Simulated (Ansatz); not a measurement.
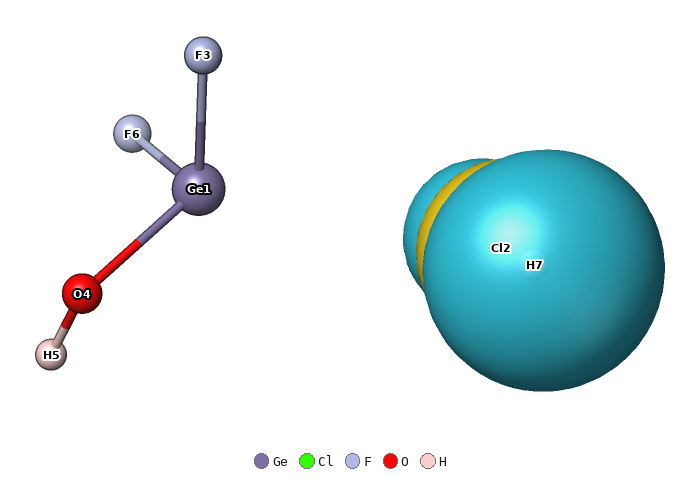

F2GeHO···HCl (doublet). The LUMO (α) at ±0.15 Å⁻³ᐟ² (yellow and cyan are the two phases), seen across its widest extent.

Not at a stationary point (largest force 1.1 eV/Å).

Method: UKS PBE/def2-SVP in Ansatz 0.2.0.

Input file:

```
crystal:
  periodic: [false, false, false]
  atoms:
    - { symbol: Ge, position_ang: [0.0, 0.0, 0.0] }
    - { symbol: Cl, position_ang: [0.0, 0.0, 2.47] }
    - { symbol: F, position_ang: [1.5842, 0.0, -0.5594] }
    - { symbol: O, position_ang: [-0.8337, 1.4443, -0.5894] }
    - { symbol: H, position_ang: [-1.7915, 1.2136, -0.8118] }
    - { symbol: F, position_ang: [-0.7913, -1.3709, -0.5594] }
    - { symbol: H, position_ang: [0.0, 0.0, 4.14] }
magnetization:
  spin_polarized: true
  initial_magnetization: 1
basis:
  gaussian: { orbitals: def2-SVP }
hamiltonian:
  xc: pbe
relax:
  f_tol: 0.15
  max_steps: 25
  restrain:
    - { distance: [1, 6], at: 1.37, k: 30.0 }
    - { distance: [0, 1], at: 3.42, k: 30.0 }
output:
  orbitals: {}
```

Launched as:

```sh
ansatz run input.yaml --threads 4 --pin off --max-ram 5120MiB --backend cpu --events-out ev --progress --plain --runs-dir out
```

The fields are those of the run's last geometry, not of the input's.

Describe this orbital and give its energy.

It lies mainly on H7 (about 50 %) and Cl2 (about 45 %). Its energy is −1.22 eV.
